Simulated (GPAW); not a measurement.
# WSi2P4 monolayer: simulated STM images

Aim: Tersoff-Hamann images of WSi2P4 monolayer at several biases.

Program: GPAW 26.7.0. Level of theory: GPAW, PAW setups; layer in a repeated cell with vacuum, relaxation of atoms and in-plane cell, in the first sound run; inputs show where later runs differ. Results are calculated unless marked as measured.

**1. The structure**

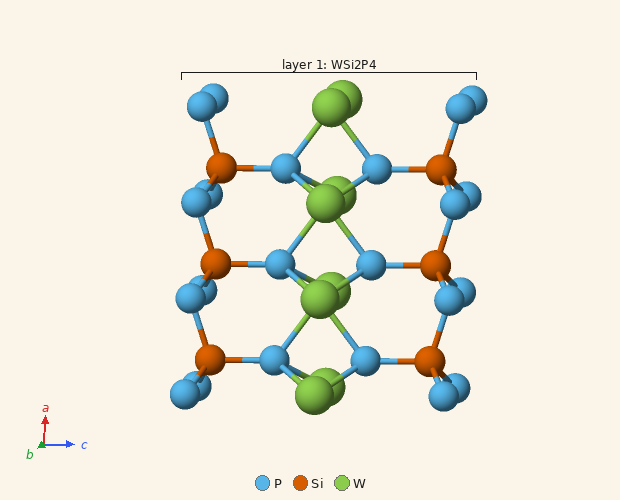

Start, viewed from the side, with the c axis across the page; phosphorus blue, silicon orange, tungsten green. 3×1×1 cells are drawn. Bonds to atoms that aren't drawn are left out. Some periodic images of atoms are drawn too.

The cell holds 7 atoms: 4 P, 2 Si and 1 W. Its edges and angles: a = 3.480 Å, b = 3.480 Å, c = 22.511 Å, α = 90.0°, β = 90.0°, γ = 120.0°. Vacuum lies along c.

**2. Relaxing the atoms**

Forces are removed first; all later runs use this geometry.

File run.py:

```python
import json
import numpy as np
from ase import Atoms
from ase.filters import FrechetCellFilter
from ase.optimize import BFGS
from gpaw import GPAW, PW

slab = Atoms(
    ['P', 'Si', 'P', 'W', 'P', 'Si', 'P'],
    positions=[
        [0.00000, 0.00000, 7.00000],
        [-0.00000, 2.00918, 7.64444],
        [-0.00000, 2.00918, 9.75444],
        [0.00000, 0.00000, 11.25553],
        [-0.00000, 2.00918, 12.75661],
        [-0.00000, 2.00918, 14.86661],
        [0.00000, 0.00000, 15.51105]],
    cell=[[3.48, 0.0, 0.0], [-1.74, 3.01377, 0.0], [0.0, 0.0, 22.5111]],
    pbc=[True, True, True])

slab.calc = GPAW(mode=PW(600), xc='PBE', kpts={'size': (9, 9, 1), 'gamma': True},
                 occupations={'name': 'fermi-dirac', 'width': 0.05}, nbands='200%',
                 convergence={'density': 1e-05}, maxiter=200,
                 symmetry={'tolerance': 1e-3}, txt='slab.txt')
result = {}
# The in-plane cell is free; stress needs a cell that repeats along all three vectors
path = []
opt = BFGS(FrechetCellFilter(slab, mask=[1, 1, 0, 0, 0, 1]), maxstep=0.2)
opt.attach(lambda: path.append((slab.get_potential_energy(), slab.positions.tolist(), slab.get_forces().tolist())))
result['relaxed'] = bool(opt.run(fmax=0.02, steps=45))
result['path'] = path
result['cell'] = slab.cell.tolist()
print('in-plane lattice', slab.cell.cellpar().round(4)[[0, 1, 5]])
energy = slab.get_potential_energy()
fermi = slab.calc.get_fermi_level()
v = slab.calc.get_electrostatic_potential().mean((0, 1)) - fermi
n = slab.calc.get_pseudo_density().mean((0, 1))
L = slab.cell[2, 2]
z = np.arange(len(v)) * L / len(v)
low, high = slab.positions[:, 2].min(), slab.positions[:, 2].max()
below, above = np.interp([low - 4.8, high + 4.8], z, v)
slopes = [np.interp(x, z, np.gradient(v, z)) for x in (low - 4.8, high + 4.8)]
eps = np.array([[slab.calc.get_eigenvalues(k, s) for k in range(len(slab.calc.get_ibz_k_points()))]
                for s in range(slab.calc.get_number_of_spins())]) - fermi
top, bottom = eps[eps < 0].max(), eps[eps > 0].min()
dipole = slab.get_dipole_moment()[2]
print(f'energy {energy:.4f} eV, Fermi level {fermi:.4f} eV, dipole {dipole:.5f} e A')
print(f'potential 4.8 A off the faces, from the Fermi level: lower {below:.4f} eV, upper {above:.4f} eV')
print(f'slope of the potential there: lower {slopes[0]:.5f}, upper {slopes[1]:.5f} eV/A')
print(f'nearest levels on the mesh: {top:.4f} and {bottom:.4f} eV')
print('magnetic moment', round(slab.get_magnetic_moment(), 3))
result.update(energy=energy, fermi=fermi, dipole=dipole, below=below, above=above, slopes=slopes, edges=[top, bottom],
              z=z.tolist(), v=v.tolist(), n=n.tolist(), positions=slab.positions.tolist(),
              forces=slab.get_forces(apply_constraint=False).tolist(), moments=slab.get_magnetic_moments().tolist())
json.dump(result, open('result.json', 'w'))
```

Launch:

```
> OMP_NUM_THREADS=1 OPENBLAS_NUM_THREADS=1 python run.py
```

What it wrote:

```text
Step          Energy          fmax
BFGS:    0      -43.660972        3.611894
BFGS:    1      -44.351068        3.144981
BFGS:    2      -45.349911        1.279392
BFGS:    3      -45.395617        0.640853
BFGS:    4      -45.444451        0.573027
BFGS:    5      -45.501182        0.701730
BFGS:    6      -45.555841        0.686527
BFGS:    7      -45.594863        0.488793
BFGS:    8      -45.613336        0.350039
BFGS:    9      -45.620392        0.276568
BFGS:   10      -45.624909        0.210317
BFGS:   11      -45.632277        0.277561
BFGS:   12      -45.639106        0.238745
BFGS:   13      -45.642182        0.090564
BFGS:   14      -45.642584        0.011883
in-plane lattice [  3.4639   3.4639 120.    ]
energy -45.6426 eV, Fermi level 1.8901 eV, dipole -0.00089 e A
potential 4.8 A off the faces, from the Fermi level: lower 4.8238 eV, upper 4.8262 eV
slope of the potential there: lower -0.00077, upper -0.00063 eV/A
nearest levels on the mesh: -0.4252 and 0.4251 eV
magnetic moment 0.0
```

Elapsed: 19 min, on 1 thread of Arm Neoverse V1, shared host; peak memory 0.65 GiB.

This step gave:

| Item | Value |
| --- | --- |
| dipole along the normal | -8.85e-4 e·Å |
| levels nearest the Fermi level on the mesh | -0.4252, 0.4251 eV from the Fermi level |

The electrostatic potential energy of an electron (without an applied field's), less the Fermi level, planar mean oscillates, so the rows of the table below give means over windows of 1 Å about each position, cut where the curve ends. Its maxima inside the range that stand out by 2 % of the span (Å: eV): 7.1: -11.5, 8.7: 1.16, 10.5: -7.47, 12.0: -7.47, 13.8: 1.16, 15.4: -11.5. Its minima: 6.6: -15.2, 7.5: -13.3, 9.8: -13.4, 11.3: -20.1, 12.7: -13.4, 15.0: -13.3, 15.9: -15.2.

The electrostatic potential energy of an electron (without an applied field's), less the Fermi level, planar mean by z; means over each step:

| z (Å) | electrostatic potential energy of an electron (without an applied field's), less the Fermi level, planar mean (eV) |
| --- | --- |
| 0 | 4.82 |
| 1 | 4.82 |
| 2 | 4.82 |
| 3 | 4.82 |
| 4 | 4.78 |
| 5 | 4.06 |
| 6 | -5.05 |
| 7 | -13.0 |
| 8 | -6.62 |
| 9 | -1.24 |
| 10 | -10.5 |
| 11 | -15.2 |
| 12 | -10.4 |
| 13 | -7.76 |
| 14 | -0.755 |
| 15 | -11.4 |
| 16 | -11.9 |
| 17 | 1.63 |
| 18 | 4.65 |
| 19 | 4.82 |
| 20 | 4.83 |
| 21 | 4.83 |
| 22 | 4.83 |

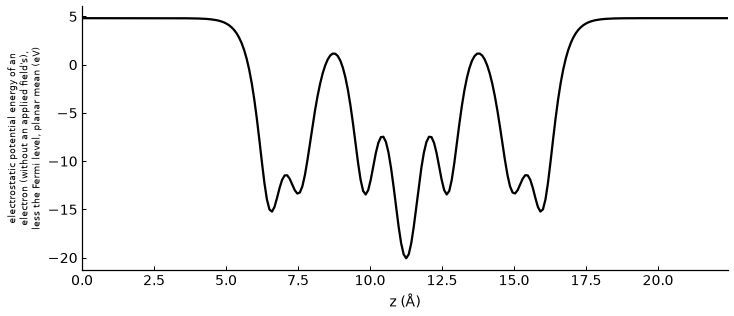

Electrostatic potential energy of an electron (without an applied field's), less the Fermi level, planar mean against z.

The pseudo valence density, planar mean oscillates, so the rows of the table below give means over windows of 2 Å about each position, cut where the curve ends. Its maxima inside the range that stand out by 2 % of the span (Å: e/Å³): 7.0: 0.427, 11.3: 1.29, 15.5: 0.427. Its minima: 8.6: 0.151, 13.9: 0.151.

Table of pseudo valence density, planar mean by z; means over each step:

| z (Å) | pseudo valence density, planar mean (e/Å³) |
| --- | --- |
| 2 | 1.3e-5 |
| 4 | 0.00458 |
| 6 | 0.222 |
| 8 | 0.229 |
| 10 | 0.408 |
| 12 | 0.642 |
| 14 | 0.197 |
| 16 | 0.299 |
| 18 | 0.0193 |
| 20 | 5.7e-5 |

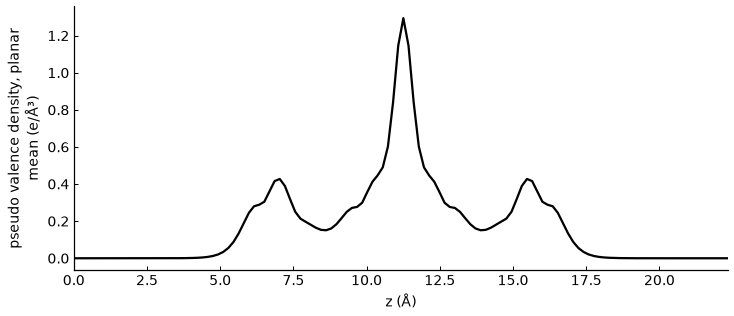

Pseudo valence density, planar mean against z.

The relaxation lowered the energy of the cell by 1.99 eV (energies extrapolated to zero smearing; the optimiser's log prints free energies). The largest force left on a free atom is 0.012 eV/Å.

**3. Plane waves, PBE**

With the geometry fixed, the planar mean of the potential gives the vacuum level on each side.

This step: GPAW, PAW setups; slab in vacuum (GPAW 26.7.0).

The cell differs from the one that the last finished run ended in (c 22.511 → 23.465 Å).

File run.py:

```python
import json
import numpy as np
from ase import Atoms
from ase.dft.stm import STM
from gpaw import GPAW, PW

slab = Atoms(
    ['P', 'Si', 'P', 'W', 'P', 'Si', 'P'],
    positions=[
        [0.00000, -0.00000, 7.00000],
        [-0.00000, 1.99988, 8.03608],
        [-0.00000, 1.99988, 10.30122],
        [0.00000, 0.00000, 11.73232],
        [-0.00000, 1.99988, 13.16341],
        [-0.00000, 1.99988, 15.42855],
        [0.00000, -0.00000, 16.46463]],
    cell=[[3.46389, -0.0, 0.0], [-1.73194, 2.99982, 0.0], [0.0, 0.0, 23.4646]],
    pbc=[True, True, False])

slab.calc = GPAW(mode=PW(400), xc='PBE', kpts={'size': (9, 9, 1), 'gamma': True},
                 occupations={'name': 'fermi-dirac', 'width': 0.05}, nbands='200%',
                 convergence={'density': 1e-05}, maxiter=200,
                 poissonsolver={'dipolelayer': 'xy'},
                 symmetry={'tolerance': 1e-3}, txt='slab.txt')
result = {}
energy = slab.get_potential_energy()
fermi = slab.calc.get_fermi_level()
v = slab.calc.get_electrostatic_potential().mean((0, 1)) - fermi
n = slab.calc.get_pseudo_density().mean((0, 1))
L = slab.cell[2, 2]
z = np.arange(len(v)) * L / len(v)
low, high = slab.positions[:, 2].min(), slab.positions[:, 2].max()
below, above = np.interp([low - 4.8, high + 4.8], z, v)
slopes = [np.interp(x, z, np.gradient(v, z)) for x in (low - 4.8, high + 4.8)]
eps = np.array([[slab.calc.get_eigenvalues(k, s) for k in range(len(slab.calc.get_ibz_k_points()))]
                for s in range(slab.calc.get_number_of_spins())]) - fermi
top, bottom = eps[eps < 0].max(), eps[eps > 0].min()
dipole = slab.get_dipole_moment()[2]
print(f'energy {energy:.4f} eV, Fermi level {fermi:.4f} eV, dipole {dipole:.5f} e A')
print(f'potential 4.8 A off the faces, from the Fermi level: lower {below:.4f} eV, upper {above:.4f} eV')
print(f'slope of the potential there: lower {slopes[0]:.5f}, upper {slopes[1]:.5f} eV/A')
print(f'nearest levels on the mesh: {top:.4f} and {bottom:.4f} eV')
print('magnetic moment', round(slab.get_magnetic_moment(), 3))
result.update(energy=energy, fermi=fermi, dipole=dipole, below=below, above=above, slopes=slopes, edges=[top, bottom],
              z=z.tolist(), v=v.tolist(), n=n.tolist(), positions=slab.positions.tolist(),
              forces=slab.get_forces(apply_constraint=False).tolist(), moments=slab.get_magnetic_moments().tolist())

# Images need the states of the whole zone, up to time reversal
slab.calc = slab.calc.fixed_density(symmetry={'point_group': False}, txt='states.txt', nbands='290%',
                                    convergence={'bands': 'CBM+1.3'})
stm = STM(slab)
result['stm'] = []
for bias in [-1.0, 1.0]:
    height = high + 4.0
    current = stm.get_averaged_current(bias, height)
    x, y, h = stm.scan(bias, current)
    i, f = divmod(height / L * stm.ldos.shape[2], 1)
    I = abs((1 - f) * stm.ldos[:, :, int(i)] + f * stm.ldos[:, :, int(i) + 1])
    print(f'bias {bias} V: mean current at 4.0 A {current:.4e}, corrugation {np.ptp(h):.4f} A')
    result['stm'].append(dict(bias=bias, current=current, h=(h - high).tolist(), I=I.tolist()))
json.dump(result, open('result.json', 'w'))
```

What it wrote:

```text
energy -45.6239 eV, Fermi level 1.6174 eV, dipole 0.00063 e A
potential 4.8 A off the faces, from the Fermi level: lower 4.8303 eV, upper 4.8198 eV
slope of the potential there: lower -0.00006, upper 0.00006 eV/A
nearest levels on the mesh: -0.4253 and 0.4251 eV
magnetic moment 0.0
bias -1.0 V: mean current at 4.0 A 1.1791e-06, corrugation 0.0781 A
bias 1.0 V: mean current at 4.0 A 2.5361e-07, corrugation 0.0403 A
```

Run time: 3 min. Hardware: 1 thread; peak memory 0.5 GiB.

This step gave:

```yaml
dipole_along_the_normal: 6.30e-4 e·Å
levels_nearest_the_fermi_level_on_the_mesh: -0.4253, 0.4251 eV from the Fermi level
upper_work_function: 4.820 eV
lower_work_function: 4.830 eV
corrugation_minus_1: 0.07810 Å
corrugation_1: 0.04028 Å
upper_ionisation_energy: 5.245 eV
```

The electrostatic potential energy of an electron (without an applied field's), less the Fermi level, planar mean oscillates, so the rows of the table below give means over windows of 1.68 Å about each position, cut where the curve ends. Its maxima inside the range that stand out by 2 % of the span (Å: eV): 7.5: -11.4, 9.2: 1.18, 10.9: -7.41, 12.6: -7.42, 14.2: 1.18, 15.9: -11.4. Its minima: 7.0: -15.2, 8.0: -13.4, 10.4: -13.3, 11.7: -20.1, 13.1: -13.3, 15.5: -13.4, 16.4: -15.2.

Table of electrostatic potential energy of an electron (without an applied field's), less the Fermi level, planar mean by z; means over each step:

| z (Å) | electrostatic potential energy of an electron (without an applied field's), less the Fermi level, planar mean (eV) |
| --- | --- |
| 0.84 | 4.83 |
| 2.52 | 4.83 |
| 4.20 | 4.80 |
| 5.88 | 1.19 |
| 7.56 | -12.5 |
| 9.24 | -2.41 |
| 10.92 | -12.3 |
| 12.60 | -12.0 |
| 14.28 | -2.37 |
| 15.96 | -12.6 |
| 17.64 | 1.64 |
| 19.32 | 4.79 |
| 21.00 | 4.82 |
| 22.68 | 4.82 |

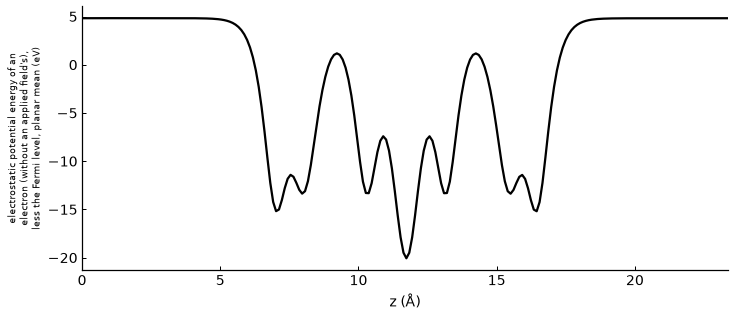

Electrostatic potential energy of an electron (without an applied field's), less the Fermi level, planar mean against z.

The pseudo valence density, planar mean oscillates, so the rows of the table below give means over windows of 2 Å about each position, cut where the curve ends. Its maxima inside the range that stand out by 2 % of the span (Å: e/Å³): 7.5: 0.424, 11.7: 1.29, 15.9: 0.424. Its minima: 9.0: 0.151, 14.5: 0.151.

Table of pseudo valence density, planar mean by z; means over each step:

| z (Å) | pseudo valence density, planar mean (e/Å³) |
| --- | --- |
| 2 | 3.4e-6 |
| 4 | 0.00113 |
| 6 | 0.135 |
| 8 | 0.280 |
| 10 | 0.282 |
| 12 | 0.737 |
| 14 | 0.214 |
| 16 | 0.311 |
| 18 | 0.0603 |
| 20 | 2.4e-4 |
| 22 | 0 |

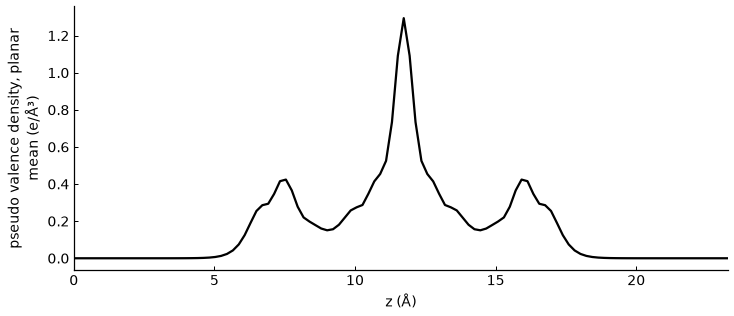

Pseudo valence density, planar mean, plotted against z.

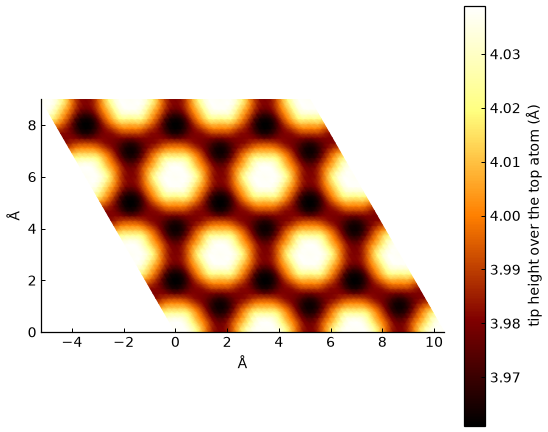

Tip height over the top atom over a1 and a2. Sample bias -1 V, constant current at the mean current 4.0 Å over the top atom. The cell is repeated, with its origin at the lower left corner.

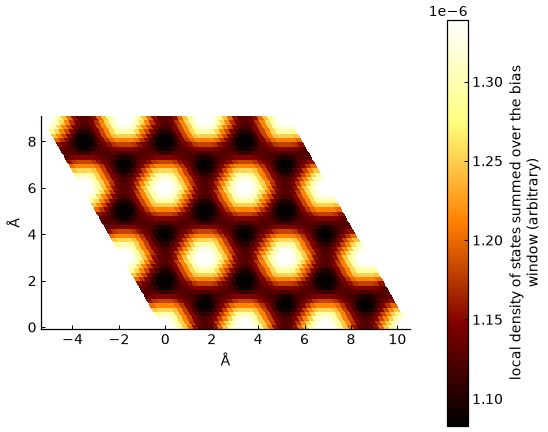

Local density of states summed over the bias window over a1 and a2. Sample bias -1 V, constant height 4.0 Å over the top atom. The cell is repeated, with its origin at the lower left corner.

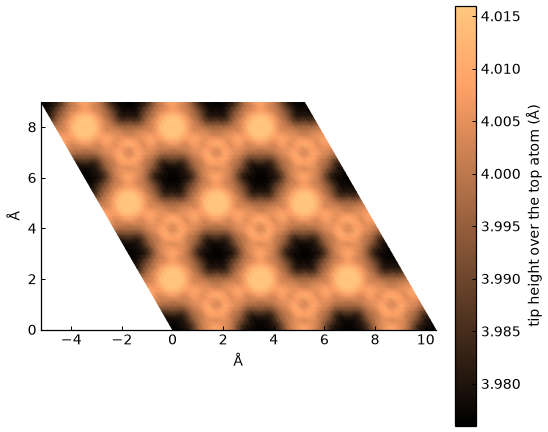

Tip height over the top atom over a1 and a2. Sample bias 1 V, constant current at the mean current 4.0 Å over the top atom. The cell is repeated, with its origin at the lower left corner.

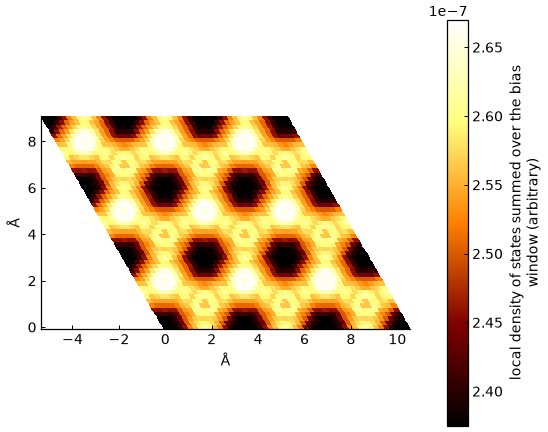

Local density of states summed over the bias window over a1 and a2. Sample bias 1 V, constant height 4.0 Å over the top atom. The cell is repeated, with its origin at the lower left corner.

The layer is gapped, so the Fermi level lies somewhere inside the gap, set by smearing and numerics, and these work functions are no property of the material; the band edges below the vacuum level are. The potential is flat to 5.7e-5 eV/Å where it is read, so the vacuum is wide enough.

**4. What came out**

| Item | Value |
| --- | --- |
| work function, upper and lower face (Fermi level placed in the gap by the smearing) | 4.820 and 4.830 eV |
| ionisation energy from the upper face (highest filled level on the mesh) | 5.25 eV |
| electron affinity from the upper face (lowest empty Kohn-Sham level on the mesh) | 4.39 eV |
| dipole along the normal | 6.3e-4 e Å |
| corrugation at -1 V | 0.0781 Å |
| corrugation at 1 V | 0.0403 Å |

What this shows: The corrugation at constant current is largest at -1 V, where the tip height varies by 0.078 Å over the cell. Negative sample bias images filled states, positive bias empty ones. The levels nearest the Fermi level on the mesh lie 0.850 eV apart, so the slab is gapped there: the smearing puts the Fermi level inside the gap, and from either face the ionisation energy is the work function plus 0.43 eV. Both are Kohn-Sham levels on the mesh, and semilocal gaps are too small, so the affinity tends to come out too large and the ionisation energy too small. The images are of Tersoff-Hamann type: an s-wave tip, no tip-sample forces, heights closer than in a microscope. With elements this heavy, spin-orbit coupling can move band edges by tenths of an eV. Biases count from a Fermi level whose place in the gap is arbitrary, so only their reach past the band edges has a meaning. The small printed dipole stands for a step of -11 meV from the lower to the upper face, and the probes find -11 meV; values this small are near the numerical noise of both. The layer's cell and atoms come from the relaxation; spin-orbit coupling and temperature are left out.

[Logs are printed without paths, hosts, clocks, repeated set-up lines and the standing remarks that a program may print on its own settings, such as how far it seeks lower states.]

[Hosts, paths, dates, database ids (printed as entryN), source tags and the programs' standing remarks are cut or masked in the printed files.]
